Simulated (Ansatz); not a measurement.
# AlH2Br (SMILES [AlH2][Br]): levels of theory compared

Aim: a comparison of 6 runs (HF/STO-3G, PBE0/STO-3G, r2SCAN0/STO-3G, UMP2/STO-3G, CCSD/STO-3G, FCI/STO-3G) of AlH2Br. 

The calculation is run with Ansatz 0.2.0.

58 further runs of the same task are left out: 7 that didn't finish, 51 set aside as unsound or not needed.

### 1 The molecule

The species is AlH2Br (4 atoms), meant as a singlet with charge 0. SMILES: `[AlH2][Br]`. The Br2–Al1 distance was set to 2.821 Å, away from the relaxed value.

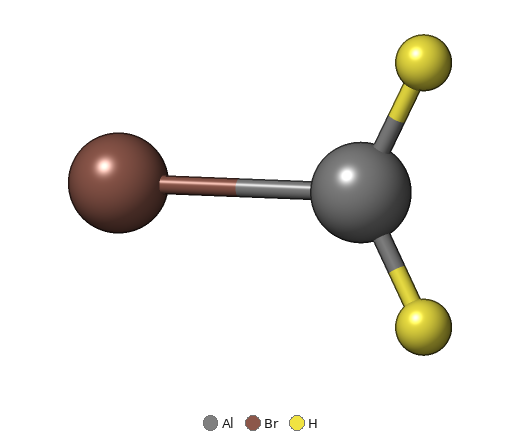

The structure, seen from a chosen angle (aluminium grey, bromine brown, hydrogen yellow).

### 2 The energy at HF/STO-3G (run 1)

job.yaml reads:

```yaml
crystal:
  periodic: [false, false, false]
  atoms:
    - {symbol: Al, position_ang: [-0.606582, -0.205020, -0.407789]}
    - {symbol: Br, position_ang: [1.684900, 0.496600, 1.079700]}
    - {symbol: H, position_ang: [-1.019882, -1.725120, -0.436689]}
    - {symbol: H, position_ang: [-1.377982, 0.952380, -1.147889]}
basis:
  gaussian:
    orbitals: STO-3G
hamiltonian:
  xc: hf
accuracy: high
```

On the command line:

```bash
ansatz run job.yaml --threads 1 --pin off --max-ram 2610MiB --events-out events.jsonl --progress --plain --runs-dir runs
```

The program printed:

```text
Warning: RAYON_NUM_THREADS=1 ignored (pool sized by the plan → 1); use --threads N
Functional definition: HF
  name "HF"
  exchange = exact_x
  correlation = 0
393 factors; integrals over basis functions are off by at most 1.2e-8 eV
mean field evaluation 1: about -75776.6515 eV, gradient 1.6e1 eV
mean field evaluation 2: about -75776.6602 eV, gradient 1.6e1 eV
mean field evaluation 4: about -75778.6529 eV, gradient 8.6e-1 eV
mean field evaluation 8: about -75778.6550 eV, gradient 2.3e-5 eV
mean field -75778.65498854 eV, -2784.8142062116 hartree, gradient 6.2e-9 eV, S^2 0.000000; 0 other end points of the search recorded, 0 dependent functions left out
reference -75778.65498854 eV, -2784.8142062116 hartree; 25, 25 occupied and 4, 4 virtual orbitals, 393 factors
Total energy: -75778.65498854 eV, -2784.8142062116 hartree
```

Wall time 0.2 s (1 thread of Arm Neoverse V1, shared host).

### 3 The energy at PBE0/STO-3G (run 2)

run.yaml reads:

```yaml
crystal:
  periodic: [false, false, false]
  atoms:
    - {symbol: Al, position_ang: [-0.606582, -0.205020, -0.407789]}
    - {symbol: Br, position_ang: [1.684900, 0.496600, 1.079700]}
    - {symbol: H, position_ang: [-1.019882, -1.725120, -0.436689]}
    - {symbol: H, position_ang: [-1.377982, 0.952380, -1.147889]}
basis:
  gaussian:
    orbitals: STO-3G
hamiltonian:
  xc: pbe0
accuracy: high
```

On the command line:

```bash
ansatz run run.yaml --threads 1 --pin off --max-ram 2610MiB --events-out events.jsonl --progress --plain --runs-dir runs
```

The program printed:

```text
Warning: RAYON_NUM_THREADS=1 ignored (pool sized by the plan → 1); use --threads N
Functional definition: PBE0
  name "PBE0"
  parameter a = 0.25
  parameter kappa = 0.804
  parameter beta = 0.06672455060314922
  exchange = (1 - a)*pbe_x(kappa = kappa, mu = beta*pi^2/3) + a*exact_x
  correlation = pbe_c(beta = beta)
393 factors; integrals over basis functions are off by at most 1.2e-8 eV
mean field evaluation 1: about -75817.6350 eV, gradient 2.2e1 eV
mean field evaluation 2: about -75811.2134 eV, gradient 4.5e1 eV
mean field evaluation 4: about -75820.3086 eV, gradient 1.2e0 eV
mean field evaluation 8: about -75820.2830 eV, gradient 2.0e-3 eV
mean field evaluation 16: about -75820.2830 eV, gradient 3.0e-9 eV
mean field -75820.28297032 eV, -2786.3440063257 hartree, gradient 3.1e-9 eV, S^2 0.000000; 0 other end points of the search recorded, 0 dependent functions left out
reference -75820.28297166 eV, -2786.3440063750 hartree; 25, 25 occupied and 4, 4 virtual orbitals, 393 factors
Total energy: -75820.28297166 eV, -2786.3440063750 hartree
```

It took 1.4 s on 1 thread of Arm Neoverse V1, shared host; peak memory 0.097 GiB.

Runs 3 to 5 aren't shown in full; the table further down has their settings and results.

### 4 A single-point energy at FCI/STO-3G (run 6)

job.yaml: that of step 2 with these lines changed.

```diff
@@ -8,6 +8,5 @@
 basis:
-  gaussian:
-    orbitals: STO-3G
-hamiltonian:
-  xc: hf
+  gaussian: {orbitals: STO-3G}
+correlation: {method: fci, frozen_orbitals: {Al: 5, Br: 9, H: 0}}
 accuracy: high
+magnetization: {spin_polarized: false, initial_magnetization: 0}
```

On the command line:

```bash
ansatz run job.yaml --threads 1 --pin off --max-ram 2610MiB --events-out events.jsonl --progress --plain --runs-dir runs
```

The program printed:

```text
Warning: RAYON_NUM_THREADS=1 ignored (pool sized by the plan → 1); use --threads N
[... 4 set-up lines as earlier in the session ...]
393 factors; integrals over basis functions are off by at most 1.2e-8 eV
mean field evaluation 1: about -75776.6515 eV, gradient 1.6e1 eV
mean field evaluation 2: about -75776.6602 eV, gradient 1.6e1 eV
mean field evaluation 4: about -75778.6529 eV, gradient 8.6e-1 eV
mean field evaluation 8: about -75778.6550 eV, gradient 2.3e-5 eV
mean field -75778.65498854 eV, -2784.8142062116 hartree, gradient 6.2e-9 eV, S^2 0.000000; 0 other end points of the search recorded, 0 dependent functions left out
14 core orbitals not correlated: weight in the atoms' cores, before any rotation towards them, 0.999 or more for the frozen orbitals, at most 0.001 for the correlated occupied ones
reference -75778.65498854 eV, -2784.8142062116 hartree; 11, 11 occupied and 4, 4 virtual orbitals, 393 factors
state -75780.24464422 eV, -2784.8726249803 hartree
Total energy: -75780.24464422 eV, -2784.8726249803 hartree
```

Wall time 5.4 s (1 thread of Arm Neoverse V1, shared host); peak memory 0.2 GiB.

### 5 Overview of the runs

| run | level | frozen core orbitals | energy (Eh) | wall time |
| --- | --- | --- | --- | --- |
| 1 | HF/STO-3G | – | -2784.814206 | 0.2 s |
| 2 | PBE0/STO-3G | – | -2786.344006 | 1.4 s |
| 3 | r2SCAN0/STO-3G | – | -2786.813833 | 3.3 s |
| 4 | UMP2/STO-3G | 14 | -2784.852817 | 0.28 s |
| 5 | CCSD/STO-3G | 14 | -2784.871305 | 0.3 s |
| 6 | FCI/STO-3G | 14 | -2784.872625 | 5.4 s |

### 6 Summary of results

| quantity | value |
| --- | --- |
| run 6: total energy | -2784.87262 Eh |
| run 6: correlation energy (14 core orbitals frozen) | -58.4 mEh |

What this shows: Against full CI in this basis: HF +58.4 mEh; UMP2 +19.8 mEh; CCSD +1.3 mEh. Totals of different functionals can't be ranked against each other. In runs 1, 2, 3, 4, 5, 6 the basis is minimal, so the values are rough. All runs together took 11 s, the longest 5.4 s.
